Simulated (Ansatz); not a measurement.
**Nudged elastic band, with input and output: AlN2H6Cl (part 2 of 2)**

The same run, continued: AlN2H6Cl; RKS B3LYP-D4/6-31G* (Ansatz 0.2.0). The run did not end well. One setting was made poor on purpose. It belongs to a series of runs on one base structure; here: band between the two ends.

Geometry of the input (Å):
```
Al 0.0069  -0.3362  -0.0889
Cl 0.0032  -0.6011  2.0142
N  1.5694  -0.1795  -0.9049
H  1.7024  -0.0466  -1.8987
H  2.4591  -0.1991  -0.4242
N  -1.5534  -0.3126  -0.9240
H  -2.4431  -0.4137  -0.4535
H  -1.6858  -0.1953  -1.9200
H  0.0560  3.0480  1.0001
H  0.0399  2.5012  1.5050
```

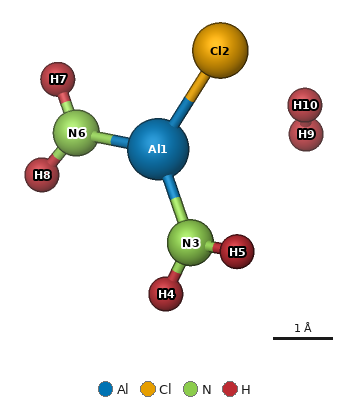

The input geometry (ball-and-stick view, seen at a tilt; atoms are numbered from 1 in the order of the input). Sticks mark near contacts.

```
Unfinished report: {"positions_ang":[[0.004046563072196794,0.4359356165039629,-0.32713578326626674],[-0.030370099479910758,0.23297725329347851,2.523814368506891],[1.6297450349186196,-0.05941947685254421,-0.8419612492745295],[1.974535376017818,-0.9309781884631281,-1.217951565654933],[2.2847455050857204,0.6931519283042074,-1.0263867219004443],[-1.6297706932873557,-0.05016402470504802,-0.8417742515100304],[-2.162523360355484,-0.9087541907426668,-0.8568651355364311],[-2.0342948210010463,0.6271934322344237,-1.483674714101148],[0.07902247634369729,1.9318855814055467,0.2766507496451571],[0.039264998685748884,1.2932710690217684,1.700283303091735]],"unchecked":["starts","cluster_reference","orbital_swaps","neighbouring_geometries","increment"],"mean_field":{"relativity":"none","state":{"energy":{"ev":-22198.61952664092,"hartree":-815.7842208393131},"converged":true,"gradient_ev":7.52505966173987e-6,"stability":{"kind":"minimum","curvature_ev":33.69418896408228},"curvature_floor_ev":0.00030000000000000003,"spin_squared":3.552713678800501e-15},"others":[],"fillings":{"estimated":0,"unestimated":0,"tried":0,"untried":0,"excluded_magnetic_sites":0},"n_dropped_functions":0,"n_trapped_functions":0,"passes":{"evaluations":4,"products":23},"factors":{"origin":"Cholesky decomposition","count":885,"bound_ev":0.0006223988333258537},"gradient_stop_ev":0.00009,"reference_kind":"stationary","functional":{"name":"B3LYP","citations":["Stephens, Devlin, Chabalowski & Frisch, J. Phys. Chem. 98, 11623 (1994) doi:10.1021/j100096a001","Becke, Phys. Rev. A 38, 3098 (1988) doi:10.1103/PhysRevA.38.3098","Lee, Yang & Parr, Phys. Rev. B 37, 785 (1988) doi:10.1103/PhysRevB.37.785","Vosko, Wilk & Nusair, Can. J. Phys. 58, 1200 (1980) doi:10.1139/p80-159"],"text":"name \"B3LYP\"\ncite \"Stephens, Devlin, Chabalowski & Frisch, J. Phys. Chem. 98, 11623 (1994) doi:10.1021/j100096a001\"\ncite \"Becke, Phys. Rev. A 38, 3098 (1988) doi:10.1103/PhysRevA.38.3098\"\ncite \"Lee, Yang & Parr, Phys. Rev. B 37, 785 (1988) doi:10.1103/PhysRevB.37.785\"\ncite \"Vosko, Wilk & Nusair, Can. J. Phys. 58, 1200 (1980) doi:10.1139/p80-159\"\nparameter a0 = 0.2\nparameter ax = 0.72\nparameter ac = 0.81\nexchange = (1 - a0 - ax)*slater_x + ax*b88_x + a0*exact_x\ncorrelation = (1 - ac)*vwn_rpa_c + ac*lyp_c\n","parameters":{"a0":{"value":0.2,"default":0.2},"ac":{"value":0.81,"default":0.81},"ax":{"value":0.72,"default":0.72}},"final_grid":{"core_spheres":13.0,"valence_spheres":11.0,"degree":36.0},"final_grid_parameter_source":"default","radial_points_factor":1.0,"radial_grid_error_ev":6.729326096032238e-7,"grid_sensitivity":"normal","grid_sensitivity_ratio":0.0013437628806248659},"unsmoothed_excess_ev":-0.0002716361178740781,"symmetry":{"irreps":["A"],"axes":[[0.9999706618828477,0.004756222427468527,-0.006004475147743449],[-0.004775343192380288,0.999983560431196,-0.0031741084958520137],[0.005989279670745937,0.003202688803005702,0.9999769353907402]],"occupied":[{"A":25},{"A":25}]},"held":{"pivots":885,"left_out":0,"joined":0},"density_repulsion":{"missed_ev":0.00004817535801257672,"excess_ev":0.0,"most_excess_ev":0.000135,"are_drawn_again":false,"n_first_factors":885,"energy_change_ev":0.0,"n_dropped_ends":0}},"factors":{"origin":"Cholesky decomposition","count":885,"bound_ev":0.0006223988333258537},"n_frozen":0,"n_occupied":[25,25],"n_virtual":[55,55],"reference":{"ev":-22198.61952664092,"hartree":-815.7842208393131},"dispersion":{"energy":{"ev":-0.28650684805355897,"hartree":-0.010528932464651669},"switches_in_reach":[]},"total":{"ev":-22198.906033488973,"hartree":-815.7947497717777},"forces_ev_per_angstrom":[[0.020883238333259762,0.13347713515283768,-0.19828895350924064],[-0.015554974433154536,0.08670374278249042,-0.10698795435301706],[0.007146703966588189,0.035666933177605005,-0.055792042527132546],[-0.06555125345403653,-0.053246903070690896,-0.05232480037183756],[0.14251048955963996,-0.1118165174594379,0.14968302130571867],[-0.03045680022783498,0.07178307814757358,-0.046084033736404566],[0.16495245405931128,-0.026107210250424333,0.0005444441575867488],[-0.21327945360115647,-0.11508137518286488,0.08309981696695197],[0.00227638721684063,0.05629252469754234,-0.07810774593663],[-0.012926791411115827,-0.07767140799514496,0.304258247999025]],"charge_distribution":{"dipole_moment_e_ang":[0.02488228381880434,-0.06241031277545848,-0.41739319296552513],"mulliken_charges_e":[0.6544162246410554,-0.21679254551904847,-0.8734258200324652,0.3211062546800668,0.3267513215543252,-0.8846957502528943,0.32232720168116324,0.32147738698462414,-0.1567956787005016,0.185631404963706],"lowdin_charges_e":[-0.0244088365064421,-0.06861362963732986,-0.44241855440284805,0.23004033744701902,0.23668124114383682,-0.4599424627603046,0.23276876759538145,0.2349118595559896,-0.10715285629577709,0.16813413386048726]},"n_threads":1,"memory_gib":1.7045454550534487,"seconds":{"hamiltonian":3.338381026,"orbitals":0.0,"second_order":0.0,"solver_start":0.0,"cycles":0.0,"cycle":0.0,"perturbative":0.0,"full_ci_increment":0.0,"forces":0.0}}
this run last wrote the band of iteration 41 to [file]
Error: NEB band did not converge after 41 iterations: max|band force component| = 4.28e-1 eV/Å (threshold 3.0e-2); raise `neb.max_iterations` in a new run, which can start from the last band evaluated (`neb.initial_path`, with `crystal.atoms` and `neb.final_atoms` set to its first and last images), add images, or start from endpoints closer to local minima. Where this run's directory can be resumed (`checkpoint.write`), a resume goes on for up to `neb.max_iterations` more; to start a new run from the last band, take its images' positions from the `neb_iteration` event of iteration 41 (`data.images[].positions_ang`), in the event stream of the run that computed that iteration (not this run's, if it was resumed behind it). With `checkpoint.write`, `steps/00-neb/state/checkpoint.json` in the run directory holds the last saved band, under `neb.evaluated.images[].positions_ang` (a band under a hybrid functional on support functions is neither saved nor resumed: `neb.initial_path` says where its path is): check the last entry of `neb.iterations` there, which is earlier than 41 if that iteration was not saved or its write failed. If the band's step has no `state` directory and holds `state.next`, a write was cut short, and the file is under `state.next` instead (behind a loss of power it can be under `state.prev`)
this run wrote the band of iteration 41 to [file] as well, whether or not its events were kept: a new run's `neb.initial_path` can list its `images[].positions_ang`
a run's events are kept only if it was started with --events-out <file>, and are in that file
```

The last band as extended XYZ (Å, eV, eV/Å)
```
10
Properties=species:S:1:pos:R:3:forces:R:3 image=0 energy=-22200.89190
Al    0.0069   -0.3362   -0.0889    0.0013   0.0016   0.0013
Cl    0.0032   -0.6011    2.0142    0.0010   0.0005  -0.0038
N     1.5694   -0.1795   -0.9049   -0.0105  -0.0019   0.0015
H     1.7024   -0.0466   -1.8987    0.0045  -0.0007  -0.0022
H     2.4591   -0.1991   -0.4242   -0.0001  -0.0003   0.0012
N    -1.5534   -0.3126   -0.9240    0.0085  -0.0008   0.0003
H    -2.4431   -0.4137   -0.4535    0.0018   0.0004  -0.0037
H    -1.6858   -0.1953   -1.9200   -0.0050   0.0009   0.0050
H     0.0560    3.0480    1.0001   -0.0011  -0.0227   0.0215
H     0.0399    2.5012    1.5050   -0.0004   0.0231  -0.0210
10
Properties=species:S:1:pos:R:3:forces:R:3 image=1 energy=-22200.84713
Al    0.0052   -0.2390   -0.0415   -0.0660  -0.0449   0.0115
Cl   -0.0208   -0.4716    2.0695    0.0003  -0.0649  -0.0226
N     1.5528   -0.1006   -0.8862    0.1429   0.0392   0.0033
H     1.7059   -0.3920   -1.8442   -0.0127   0.0825   0.0380
H     2.4257    0.1752   -0.4510   -0.0685  -0.0873  -0.0336
N    -1.5411   -0.2530   -0.9038    0.0359  -0.0244   0.0398
H    -2.4186   -0.5399   -0.4924   -0.0415   0.0194   0.0109
H    -1.6786    0.0918   -1.8445   -0.0016  -0.0282  -0.0210
H     0.0702    2.7154    0.8485    0.0060   0.0613  -0.0088
H     0.0538    2.2789    1.4506    0.0053   0.0474  -0.0174
10
Properties=species:S:1:pos:R:3:forces:R:3 image=2 energy=-22200.69872
Al    0.0015   -0.1530    0.0207    0.0318  -0.0599  -0.0829
Cl   -0.0645   -0.4700    2.1216   -0.0188  -0.1509   0.0507
N     1.5239   -0.0065   -0.8869    0.1363   0.2379   0.0896
H     1.7822   -0.7157   -1.5615    0.0058   0.0745  -0.1101
H     2.3295    0.5659   -0.6525   -0.1214  -0.2122   0.0718
N    -1.5285   -0.1905   -0.8654   -0.0120  -0.0501   0.0468
H    -2.3867   -0.6132   -0.5426   -0.1069   0.0665   0.0862
H    -1.6715    0.2962   -1.7404    0.0395  -0.0996  -0.0831
H     0.0884    2.4622    0.6834    0.0165   0.0984  -0.0341
H     0.0800    2.0897    1.3286    0.0292   0.0953  -0.0350
10
Properties=species:S:1:pos:R:3:forces:R:3 image=3 energy=-22200.37472
Al   -0.0029   -0.0149    0.0720   -0.0474  -0.1795   0.0891
Cl   -0.0724   -0.3436    2.2010   -0.0321  -0.3621  -0.1147
N     1.5389    0.0153   -0.8201    0.0420   0.0721  -0.0240
H     1.8707   -0.8444   -1.2453   -0.0107   0.1232  -0.0882
H     2.2243    0.7495   -0.9362    0.0321  -0.0502   0.1937
N    -1.5503   -0.0810   -0.7984   -0.0175  -0.0021   0.0564
H    -2.2943   -0.7508   -0.6680   -0.1513   0.0859   0.2360
H    -1.7497    0.5108   -1.5946    0.1113  -0.1459  -0.1670
H     0.0972    2.1860    0.5150    0.0240   0.1696  -0.0781
H     0.0930    1.8382    1.1795    0.0497   0.2890  -0.1033
10
Properties=species:S:1:pos:R:3:forces:R:3 image=4 energy=-22199.45390
Al   -0.0024    0.1991   -0.0229   -0.0337  -0.6755   0.7265
Cl   -0.0354    0.0652    2.3507   -0.0481  -0.7572  -0.6558
N     1.5868   -0.0281   -0.8140   -0.0809   0.1348   0.0644
H     1.8776   -0.8983   -1.2487   -0.1488   0.1207   0.0105
H     2.2819    0.6878   -0.9834    0.0424  -0.0264   0.1843
N    -1.5943   -0.0402   -0.8088    0.0353   0.0856   0.1281
H    -2.1227   -0.9017   -0.8821    0.0545   0.0615   0.2225
H    -1.9806    0.6434   -1.4502    0.1091  -0.0397  -0.0407
H     0.0825    1.9625    0.5032    0.0132   0.1543   0.5764
H     0.0611    1.5755    1.2610    0.0569   0.9419  -1.2162
10
Properties=species:S:1:pos:R:3:forces:R:3 image=5 energy=-22198.90576
Al    0.0040    0.4359   -0.3271    0.0209   0.1335  -0.1983
Cl   -0.0304    0.2330    2.5238   -0.0156   0.0867  -0.1070
N     1.6297   -0.0594   -0.8420    0.0071   0.0357  -0.0558
H     1.9745   -0.9310   -1.2180   -0.0656  -0.0532  -0.0523
H     2.2847    0.6932   -1.0264    0.1425  -0.1118   0.1497
N    -1.6298   -0.0502   -0.8418   -0.0305   0.0718  -0.0461
H    -2.1625   -0.9088   -0.8569    0.1650  -0.0261   0.0005
H    -2.0343    0.6272   -1.4837   -0.2133  -0.1151   0.0831
H     0.0790    1.9319    0.2767    0.0023   0.0563  -0.0781
H     0.0393    1.2933    1.7003   -0.0129  -0.0777   0.3043
10
Properties=species:S:1:pos:R:3:forces:R:3 image=6 energy=-22199.17005
Al    0.0077    0.4664   -0.5179    0.0298   0.0961  -0.1049
Cl    0.0075    0.5772    3.0229    0.0041  -0.0060   0.0868
N     1.6275   -0.1038   -0.9696   -0.0181   0.0731  -0.0510
H     1.9238   -0.9344   -1.4624   -0.0686  -0.0492  -0.0462
H     2.3827    0.5734   -0.9411    0.0704  -0.1323   0.1431
N    -1.6158   -0.0925   -0.9815   -0.0023  -0.1560  -0.0976
H    -1.9871   -0.9945   -1.2583    0.2099   0.0895  -0.0080
H    -2.2617    0.6380   -1.2545   -0.2172   0.0094   0.1321
H     0.0383    1.8211    0.3254    0.0015   0.0837  -0.1270
H     0.0313    1.3141    1.9419   -0.0095  -0.0084   0.0727
10
Properties=species:S:1:pos:R:3:forces:R:3 image=7 energy=-22199.33974
Al    0.0067    0.4751   -0.5839    0.0390   0.0359   0.0143
Cl    0.0337    0.9208    3.3672    0.0048   0.0154   0.0572
N     1.6036   -0.1176   -1.0895   -0.0338   0.0680  -0.0161
H     1.8243   -0.8784   -1.7176   -0.0268  -0.0149  -0.0336
H     2.4429    0.4030   -0.8615    0.0047  -0.0989   0.0586
N    -1.5813   -0.1081   -1.1247   -0.0274   0.0008  -0.0803
H    -1.8054   -0.9252   -1.6790    0.0659   0.0510  -0.0103
H    -2.4047    0.4729   -1.0148   -0.0200  -0.0953   0.0853
H     0.0054    1.6671    0.4718    0.0001   0.0707  -0.0958
H     0.0294    1.3555    2.1369   -0.0066  -0.0327   0.0205
10
Properties=species:S:1:pos:R:3:forces:R:3 image=8 energy=-22199.39044
Al    0.0026    0.4487   -0.5864    0.0000   0.0108   0.0195
Cl    0.0556    1.2872    3.6541    0.0008   0.0013  -0.0277
N     1.5732   -0.1097   -1.1999   -0.0049   0.0046   0.0040
H     1.7221   -0.7725   -1.9497    0.0039  -0.0030  -0.0038
H     2.4608    0.1932   -0.8191   -0.0033  -0.0017  -0.0032
N    -1.5496   -0.0998   -1.2532    0.0141   0.0100   0.0098
H    -1.6767   -0.7627   -2.0067   -0.0074  -0.0074  -0.0091
H    -2.4474    0.2113   -0.9047   -0.0021  -0.0021  -0.0033
H    -0.0143    1.4899    0.6163    0.0005  -0.0132  -0.0121
H     0.0281    1.3794    2.3542   -0.0017   0.0006   0.0259
```
